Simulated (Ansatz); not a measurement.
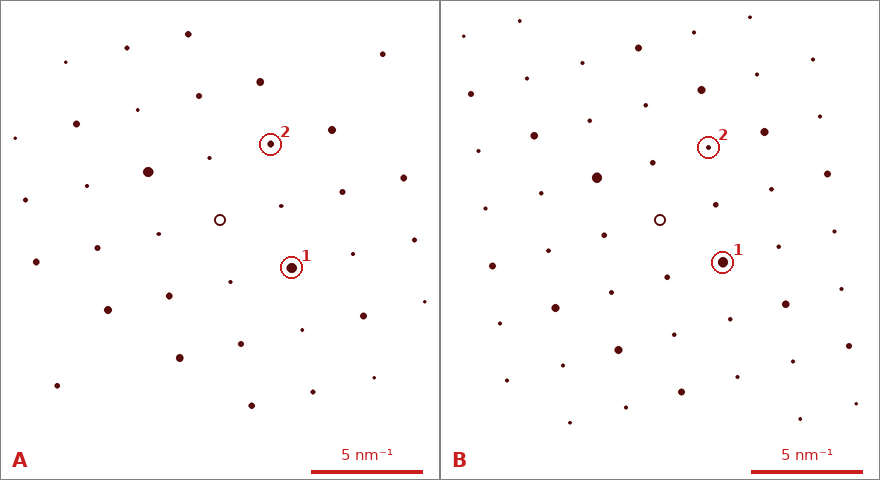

Kinematic electron diffraction patterns (300 kV, B = 0.5 Å², same scale) along [010] of the run's own cell, for the start and the end of one relaxation of BiBr2 with Ansatz, DFT PBE, scalar-relativistic, plane waves, PAW. k mesh 16×16×16. The start is a generated model structure, and the relaxation ends in the nearest stationary point of its symmetry, not necessarily the ground state. Spot 1 is 0 0 -1 and spot 2 is -2 0 1 in both.

Start structure:

```yaml
crystal:
  lattice:
    - [-2.06871, 2.06871, 5.07480]
    - [2.06871, -2.06871, 5.07480]
    - [2.06871, 2.06871, -5.07480]
  atoms:
    - { symbol: Bi, position: [0.00000, 0.00000, 0.00000] }
    - { symbol: Br, position: [0.66500, 0.66500, 0.00000] }
    - { symbol: Br, position: [0.33500, 0.33500, 0.00000] }
```

> Which pattern belongs to the start structure, and which to the relaxed one?

B is the start: its cell gives d(1) = 2.926 Å, d(2) = 2.535 Å and an angle of 90.0°. A is the relaxed structure, with d(1) = 2.566 Å (-12.3 %), d(2) = 2.425 Å (-4.3 %) and 90.0°.

> Name reflections whose intensity changes strongly on relaxation.

2 0 -1 goes from 3.7 to 17 % of the strongest spot; 2 0 -2 goes from 2.4 to 9.9 % of the strongest spot.

> Summarise the relaxation behind the change.

The volume changed by +12.3 % to 32.51 Å³ an atom; with the mean shift removed, the atoms moved by up to 0.51 Å relative to the cell (Br most); the space group stayed I4/mmm (No. 139); the free energy fell by 140 meV an atom. Relaxed cell: a = 7.837 Å, b = 7.837 Å, c = 7.837 Å, α = 153.22°, β = 153.22°, γ = 38.23°.
